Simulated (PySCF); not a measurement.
**Two runs on C$_{2}$H$_{7}$OPSi**

System: C$_{2}$H$_{7}$OPSi.
Method of run 1: TDDFT PBE0/aug-cc-pVDZ, vertical, gas phase, core orbitals frozen in the response (PySCF 2.14.0).

The geometry comes from this level: PBE0-D3(BJ)/def2-SVP. Text and figures count atoms from 1; the logs count them from 0 in places.

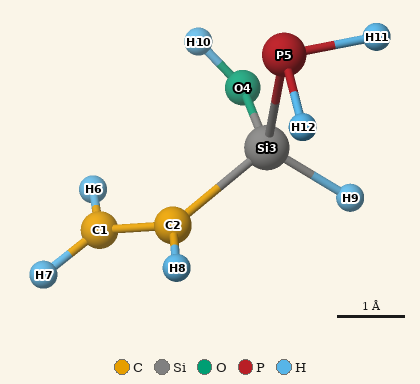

Figure 1. The structure (ball-and-stick view, seen at a tilt; atoms are numbered from 1 in the order of the input).

## Input file, run 1
```
{"job": {"kind": "uv", "xc": "PBE0", "basis": "aug-cc-pVDZ"}, "charge": 0, "multiplicity": 1}
C     -2.107203     0.037540     0.448331
C     -1.065463     0.578013    -0.194686
Si     0.690915     0.220862     0.325514
O      0.715432    -0.852488     1.604031
P      1.741371    -0.700832    -1.462483
H     -1.962574    -0.617062     1.315505
H     -3.144286     0.227364     0.150058
H     -1.259902     1.235305    -1.052997
H      1.372053     1.448662     0.822234
H      0.491541    -1.763987     1.392138
H      3.047406    -0.283012    -1.062742
H      1.516647     0.449804    -2.280483
```

The first line tells a small driver script what to run in PySCF; the rest is the geometry in Å.

Launched with:
```bash
OMP_NUM_THREADS=1 python <driver script> task.json out
```

Hardware: 1 CPU thread, shared host.

## Output (run 1)
```
coarse grid: 10848 points
cycle   1  E = -785.9937028641  dE =  3.321e-01  |g| = 6.957e-01  |ddm| = 8.288e+00
cycle   2  E = -785.8355542146  dE =  1.581e-01  |g| = 1.130e+00  |ddm| = 2.768e+00
cycle   3  E = -786.0901019854  dE = -2.545e-01  |g| = 1.005e-01  |ddm| = 1.592e+00
cycle   4  E = -786.0922622285  dE = -2.160e-03  |g| = 3.971e-02  |ddm| = 3.007e-01
cycle   5  E = -786.0926565629  dE = -3.943e-04  |g| = 1.365e-02  |ddm| = 1.117e-01
cycle   6  E = -786.0927026348  dE = -4.607e-05  |g| = 3.990e-03  |ddm| = 2.974e-02
cycle   7  E = -786.0927070996  dE = -4.465e-06  |g| = 7.131e-04  |ddm| = 8.133e-03
final grid: 95080 points
cycle   8  E = -786.1050169252  dE = -1.527e-05  |g| = 6.643e-03  |ddm| = 1.195e-01
cycle   9  E = -786.1050100100  dE =  6.915e-06  |g| = 8.611e-03  |ddm| = 3.772e-02
cycle  10  E = -786.1050288379  dE = -1.883e-05  |g| = 9.478e-04  |ddm| = 1.881e-02
cycle  11  E = -786.1050290255  dE = -1.875e-07  |g| = 1.146e-04  |ddm| = 1.791e-03
cycle  12  E = -786.1050290283  dE = -2.871e-09  |g| = 4.725e-05  |ddm| = 3.306e-04
cycle  13  E = -786.1050290288  dE = -4.970e-10  |g| = 2.334e-05  |ddm| = 1.193e-04
converged SCF energy = -786.1050290288

Static polarisability (au): isotropic 86.462, principal 74.138 76.908 108.338

Singlet excitations
state   eV       nm        f      main configurations
  1   5.5872    221.9   0.05755   H->L 0.93
  2   5.9127    209.7   0.01371   H->L+1 0.93
  3   6.2666    197.8   0.00145   H-2->L 0.84
  4   6.4572    192.0   0.01631   H->L+2 0.87
  5   6.5622    188.9   0.03064   H->L+3 0.46, H-1->L+1 0.24, H->L+5 0.17
  6   6.7455    183.8   0.01117   H-1->L+1 0.51, H->L+5 0.30
  7   6.8761    180.3   0.30683   H-2->L+1 0.40, H-1->L 0.27, H->L+3 0.12
  8   6.8855    180.1   0.16692   H-2->L+1 0.47, H-1->L 0.33
  9   6.8979    179.7   0.13481   H->L+5 0.36, H->L+3 0.22, H-1->L 0.17
 10   6.9866    177.5   0.07110   H->L+4 0.80

Triplet excitations (Tamm-Dancoff, eV): 4.1297 5.2683 5.4045 5.6910
```

The input of run 2 differs as follows (lines with − go, lines with + come):
```diff
-"basis": "aug-cc-pVDZ"
+"basis": "def2-TZVP"
```

What does this change do to the results?

The total energy of run 2 is 42.7 kcal/mol lower, which measures the change of basis and not a stability. The dipole moment goes from 1.07 to 1.12 D. The strongest computed line goes from 6.88 to 6.95 eV. The number of SCF iterations is the same. The basis functions go from 186 to 209.

## Output (run 2)
```
coarse grid: 10848 points
cycle   1  E = -786.0728305592  dE =  2.846e-01  |g| = 7.505e-01  |ddm| = 2.537e+00
cycle   2  E = -785.9103482276  dE =  1.625e-01  |g| = 1.191e+00  |ddm| = 1.438e+00
cycle   3  E = -786.1760162555  dE = -2.657e-01  |g| = 1.102e-01  |ddm| = 1.072e+00
cycle   4  E = -786.1782915580  dE = -2.275e-03  |g| = 4.781e-02  |ddm| = 1.113e-01
cycle   5  E = -786.1788176622  dE = -5.261e-04  |g| = 1.492e-02  |ddm| = 3.785e-02
cycle   6  E = -786.1788672066  dE = -4.954e-05  |g| = 5.391e-03  |ddm| = 1.205e-02
cycle   7  E = -786.1788744816  dE = -7.275e-06  |g| = 1.061e-03  |ddm| = 4.047e-03
final grid: 95080 points
cycle   8  E = -786.1730485333  dE = -3.169e-05  |g| = 7.610e-03  |ddm| = 2.926e-02
cycle   9  E = -786.1730411136  dE =  7.420e-06  |g| = 9.419e-03  |ddm| = 1.172e-02
cycle  10  E = -786.1730610211  dE = -1.991e-05  |g| = 1.192e-03  |ddm| = 6.764e-03
cycle  11  E = -786.1730612552  dE = -2.341e-07  |g| = 2.590e-04  |ddm| = 9.225e-04
cycle  12  E = -786.1730612710  dE = -1.590e-08  |g| = 5.132e-05  |ddm| = 2.328e-04
cycle  13  E = -786.1730612716  dE = -5.473e-10  |g| = 1.166e-05  |ddm| = 4.639e-05
converged SCF energy = -786.1730612716

Static polarisability (au): isotropic 80.342, principal 67.255 71.149 102.622

Singlet excitations
state   eV       nm        f      main configurations
  1   5.5889    221.8   0.04878   H->L 0.92
  2   6.2097    199.7   0.00623   H->L+1 0.82, H->L+2 0.09
  3   6.2956    196.9   0.00040   H-2->L 0.83
  4   6.8118    182.0   0.03440   H->L+2 0.66, H-1->L 0.09
  5   6.9478    178.5   0.32118   H-1->L 0.66, H-1->L+1 0.16
  6   7.0637    175.5   0.04460   H->L+3 0.65, H-1->L+1 0.22
  7   7.1238    174.0   0.12932   H-1->L+1 0.47, H->L+3 0.26, H-2->L+1 0.11
  8   7.2003    172.2   0.01377   H-2->L+1 0.82
  9   7.4718    165.9   0.04014   H-3->L 0.73
 10   7.6355    162.4   0.22672   H->L+4 0.77

Triplet excitations (Tamm-Dancoff, eV): 4.1165 5.2234 5.4323 5.6632
```

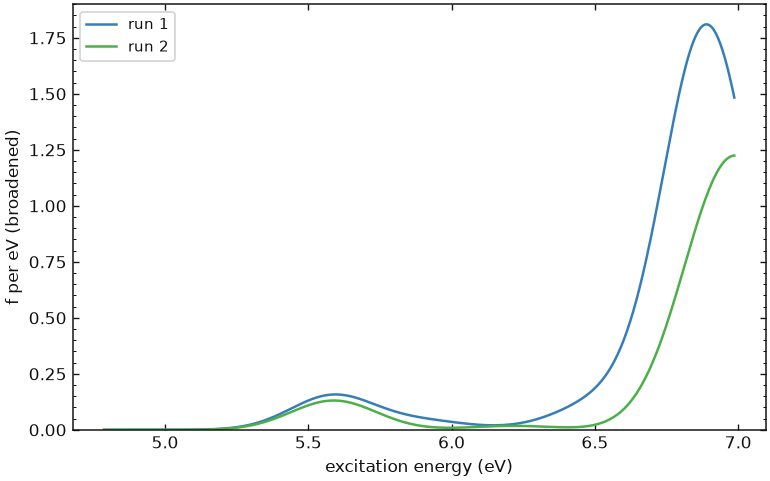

Figure 2. Absorption of the two runs from their computed states, each broadened by a Gaussian of 0.35 eV full width; the range ends where the shorter list of states ends.

## The two runs side by side

```tsv
quantity	run 1	run 2
outcome	converged	converged
total energy (hartree)	−786.105029	−786.173061
HOMO (eV)	−7.35	−7.34
LUMO (eV)	−0.76	−0.72
dipole moment (D)	1.07	1.12
lowest excitation (eV)	5.59	5.59
SCF iterations	13	13
strongest computed line (eV)	6.88	6.95
basis functions	186	209
wall time (shared host)	23 s	25 s
```
